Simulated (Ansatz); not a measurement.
```
Cu Ge N
1.0
     3.73506    0.00000    0.00000
     0.00000    3.73506    0.00000
     0.00000    0.00000    6.17441
Cu Ge N
2 2 2
Direct
  0.00000 0.50000 0.93232
  0.50000 0.00000 0.06768
  0.50000 0.00000 0.46413
  0.00000 0.50000 0.53587
  0.50000 0.50000 0.00000
  0.00000 0.00000 0.00000
```

Space group P4/nmm; a structure from a database of computed crystals, not necessarily the ambient phase; started from the CaClF-129 prototype, which need not be the ambient phase; computed without spin polarisation.

All numbers below come from DFT, r2SCAN+rVV10, plane waves, PAW in Ansatz.

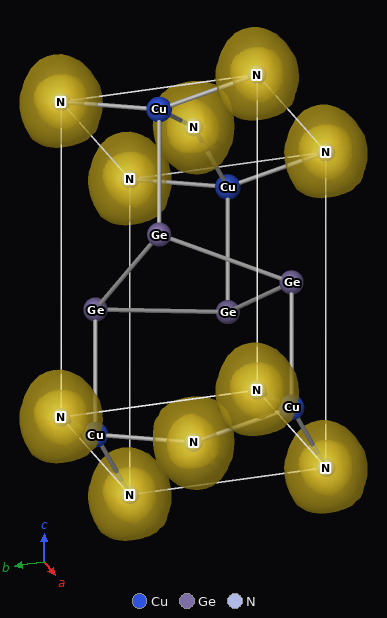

CuGeN. Isosurface of the ELF at 0.75 (yellow), seen at an oblique angle. Only the valence region is drawn (cores and ρ < 0.01 e/Å³ removed). Sticks mark near contacts.

Core electrons are frozen (PAW), and the valence fields are smoothed inside the atomic spheres.

### Where are the electrons localised?

At this value the surface marks out two regions wrapped around N (the valence shell of each), counted in one cell of 6 atoms. Any copies at cell faces, edges or corners count once.

Values along the shortest contacts:
Cu–N (1.91 Å): the ELF peaks at about 0.85 in the valence shell of N, 0.6 Å from its nucleus, and is about 0.30 at the midpoint. Cu–Ge (2.45 Å): the ELF is about 0.45 at the midpoint.
